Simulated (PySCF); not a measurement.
(F2Ga-mu-SH)2 (F4Ga2H2S2).

Computed with PySCF, PBE0/def2-SVP, geometry: GFN2-xTB. No frequency check shows the geometry to be a minimum. GFN2-xTB bond lengths at metals and heavier atoms can be off by up to 0.1 Å and shapes distorted, which carries into these values.

The calculation's input:

```python
import numpy as np
from pyscf import gto, scf, dft
from pyscf.scf import atom_ks, atom_hf
from scipy.linalg import block_diag

def solve(mol, dm0=None, hcore=None):
    mf = (dft.UKS if mol.spin else dft.RKS)(mol, xc='pbe0')
    mf.grids.level = 3
    mf = mf.density_fit(auxbasis='def2-universal-jkfit')
    mf.conv_tol, mf.max_cycle = 1e-8, 80
    if hcore is not None:
        mf.get_hcore = lambda *args: hcore
    mf.kernel(dm0)
    if not mf.converged:
        mf = mf.newton().run(mf.mo_coeff, mf.mo_occ, max_cycle=30)
    assert mf.converged, 'SCF not converged'
    return mf

mol = gto.M(atom='''
Ga     1.50217     0.00009    -0.00060
F      2.38817    -0.69591    -1.35228
F      2.38817     0.69575     1.35336
S     -0.00006    -1.75356     0.65232
Ga    -1.50213     0.00009    -0.00060
F     -2.38813     0.69575     1.35336
F     -2.38813    -0.69591    -1.35228
S     -0.00006     1.75339    -0.65125
H      0.00005    -2.24238    -0.59803
H      0.00005     2.24221     0.59910
''', basis='def2-svp', charge=0, spin=0, verbose=4)
mf = solve(mol)
out = dict(e0=mf.e_tot, dm0=mf.make_rdm1(), c=mf.mo_coeff, occ=mf.mo_occ, eps=mf.mo_energy)
for name, dq, spin in [('cation', 1, 1), ('anion', -1, 1)]:
    ion = mol.copy().set(charge=mol.charge + dq, spin=spin).build()
    mi = solve(ion)
    if spin and dq > 0 and mol.nao < 130:
        c, _, stable, _ = mi.stability(return_status=True)
        if not stable:
            mi = solve(ion, mi.make_rdm1(c, mi.mo_occ))
    print(name, 'vertical energy change / eV', (mi.e_tot - mf.e_tot) * 27.211386)
    out.update({'e_' + name: mi.e_tot, 'dm_' + name: mi.make_rdm1(), 's2_' + name: mi.spin_square()[0], 'eps_' + name: mi.mo_energy, 'occ_' + name: mi.mo_occ})
# spherically averaged free atoms, for the promolecule
atm = atom_ks.get_atm_nrks(mol, xc='pbe0')
pro = block_diag(*[(atm[a[0]][2] * atm[a[0]][3]) @ atm[a[0]][2].T for a in mol._atom])
np.savez('result.npz', pro=pro, **out)
```

Launched as:

```sh
OMP_NUM_THREADS=1 python input.py
```

The run took 5.7 min on 1 thread of AMD EPYC (Zen 3) (shared host), peak memory 1 GiB.

Partitions, critical points and surface values were worked out afterwards from this run's density.

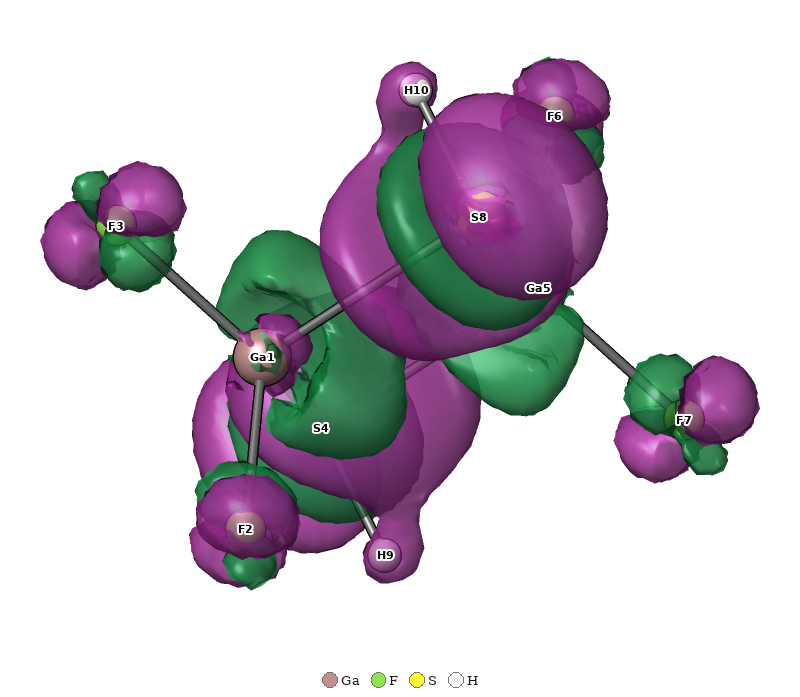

Dual descriptor f⁺ − f⁻ at ±0.015 e/Å³ (green positive, purple negative).

**Which atoms come out as electrophilic, and which as nucleophilic?**

Electrophilic (positive): Ga1 and Ga5 (+0.11). Nucleophilic (negative): S4 and S8 (−0.11). f⁻ (Hirshfeld-condensed) is largest on S4 and S8 (0.27 each); the vertical ionisation energy is 11.74 eV (the stability of the cation's solution wasn't checked). f⁺ (Hirshfeld-condensed) is largest on Ga1 and Ga5 (0.17 each) and S4 and S8 (0.16 each); the vertical electron affinity is −0.06 eV (the stability of the anion's solution wasn't checked; negative, but this basis has no diffuse functions, so it doesn't show that the anion is unbound).
